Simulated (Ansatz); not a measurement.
# BF3 (boron trifluoride): MP2/STO-3G

What is the electronic atomisation energy of BF3 (boron trifluoride) at MP2/STO-3G? 

The calculation is run with Ansatz 0.2.0.

43 further runs of the same task are left out: 4 that didn't finish, 39 set aside as unsound or not needed.

## (1) The system as given

The species is BF3 (4 atoms), meant as a singlet with charge 0. SMILES: `FB(F)F`. The shape is that of a PBE0-D4/def2-TZVP optimisation.

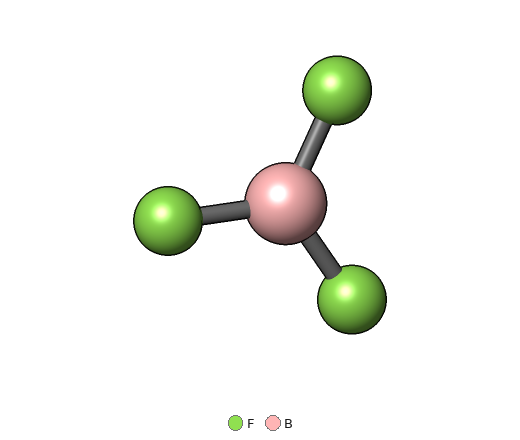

The structure, seen from a chosen angle (fluorine green, boron pink).

## (2) A single-point energy at MP2/STO-3G

run.yaml reads:

```yaml
crystal:
  periodic: [false, false, false]
  atoms:
    - {symbol: F, position_ang: [0.543870, 0.210740, 1.174280]}
    - {symbol: B, position_ang: [0.000020, -0.000000, 0.000010]}
    - {symbol: F, position_ang: [-0.265170, -1.223510, -0.389620]}
    - {symbol: F, position_ang: [-0.278730, 1.012770, -0.784660]}
basis:
  gaussian: {orbitals: STO-3G}
total_charge: 0
correlation: {method: mp2, frozen_orbitals: {B: 1, F: 1}}
accuracy: high
```

Started as:

```console
ansatz run run.yaml --threads 1 --pin off --max-ram 3480MiB --events-out events.jsonl --progress --plain --runs-dir runs
```

What it wrote:

```text
Warning: RAYON_NUM_THREADS=1 ignored (pool sized by the plan → 1); use --threads N
Functional definition: HF
  name "HF"
  exchange = exact_x
  correlation = 0
366 factors; integrals over basis functions are off by at most 3.2e-8 eV
mean field evaluation 1: about -8668.3019 eV, gradient 2.9e1 eV
mean field evaluation 2: about -8668.3712 eV, gradient 2.9e1 eV
mean field evaluation 4: about -8671.2321 eV, gradient 8.7e-1 eV
mean field evaluation 8: about -8671.2325 eV, gradient 5.0e-6 eV
mean field -8671.23248703 eV, -318.6619163259 hartree, gradient 7.5e-9 eV, S^2 0.000000; 0 other end points of the search recorded, 0 dependent functions left out
4 core orbitals not correlated: weight in the atoms' cores, before any rotation towards them, 1.000 or more for the frozen orbitals, at most 0.000 for the correlated occupied ones
reference -8671.23248703 eV, -318.6619163259 hartree; 12, 12 occupied and 4, 4 virtual orbitals, 366 factors
second order -2.59697187 eV of doubles, -0.00000000 eV of singles
Total energy: -8673.82945890 eV, -318.7573532817 hartree
```

Wall time 0.1 s (1 thread of Arm Neoverse V1, shared host).

## (3) The B atom at the same level

molecule.yaml reads:

```yaml
crystal:
  periodic: [false, false, false]
  atoms:
    - symbol: B
      position_ang: [0.000000, 0.000000, 0.000000]
basis:
  gaussian: {orbitals: STO-3G}
magnetization: {spin_polarized: true, initial_magnetization: 1}
correlation: {method: mp2, frozen_orbitals: {B: 1}}
accuracy: high
```

Run the same way, it converges to -24.16765 Eh (log not shown).

## (4) The F atom, same level

run.yaml reads:

```yaml
crystal:
  periodic: [false, false, false]
  atoms:
    - {symbol: F, position_ang: [0.000000, 0.000000, 0.000000]}
basis:
  gaussian: {orbitals: STO-3G}
magnetization: {spin_polarized: true, initial_magnetization: 1}
correlation: {method: mp2, frozen_orbitals: {F: 1}}
accuracy: high
```

Run the same way, it converges to -97.98651 Eh (log not shown).

## (5) Outcome

At MP2/STO-3G, 4 core orbitals frozen:

| quantity | value |
| --- | --- |
| molecule: total energy | -318.75735 Eh |
| molecule: correlation energy (4 core orbitals frozen) | -95.4 mEh |
| B atom: total energy | -24.16765 Eh |
| B atom: correlation energy (1 core orbital frozen) | -18.7 mEh |
| B atom: ⟨S²⟩ of the reference determinant | 0.750 |
| F atom: total energy | -97.98651 Eh |
| F atom: correlation energy (1 core orbital frozen) | 0.0 mEh |
| F atom: ⟨S²⟩ of the reference determinant | 0.750 |
| electronic atomisation energy | 17.148 eV |

In words: Taking the molecule apart into free atoms costs 17.15 eV (395 kcal/mol), before zero-point energy and without spin-orbit coupling. In a minimal basis such a difference can be off by several eV, whatever the method.
